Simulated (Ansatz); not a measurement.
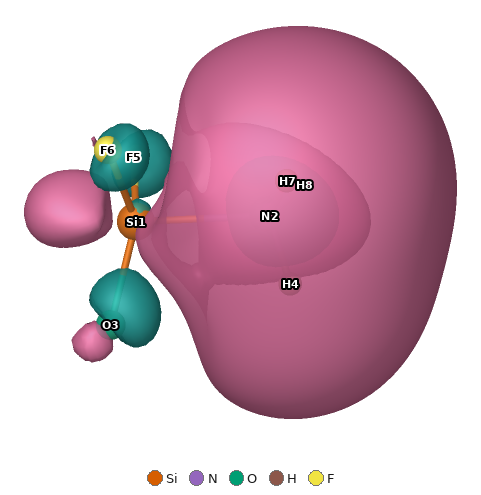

F$_{2}$H$_{3}$NOSi. One frontier orbital at ±0.06 Å⁻³ᐟ² (teal and pink are the two phases), seen at a tilt.

The product side of a reaction path; geometry: PBE0-D4/def2-TZVP.

Level of theory: RKS PBE0-D4/def2-TZVPP in Ansatz 0.2.0.

Input

```
crystal:
  periodic: [false, false, false]
  atoms:
    - {symbol: Si, position_ang: [-0.970365, 0.175351, 0.128832]}
    - {symbol: N, position_ang: [0.881238, -0.219098, -0.199144]}
    - {symbol: O, position_ang: [-1.749492, -0.546006, -0.951083]}
    - {symbol: H, position_ang: [0.880187, -0.818251, -1.021540]}
    - {symbol: F, position_ang: [-0.807786, 1.759389, 0.200358]}
    - {symbol: F, position_ang: [-0.976589, -0.250653, 1.664803]}
    - {symbol: H, position_ang: [1.315409, -0.716114, 0.573989]}
    - {symbol: H, position_ang: [1.427198, 0.615382, -0.396214]}
basis:
  gaussian: {orbitals: def2-TZVPP}
hamiltonian: {xc: pbe0, dispersion: d4}
output: {orbitals: {seedname: orbitals}}
```

Command:

```sh
ansatz run in.yaml --threads 4 --pin off --events-out ev --progress --plain --max-ram 9574MiB
```

Question: Which orbital is it: HOMO or LUMO?

Answer: The LUMO, at −0.61 eV. It lies mainly on H7 (about 25 %), H8 (about 25 %), N2 (about 20 %), H4 (about 15 %) and Si1 (about 10 %).
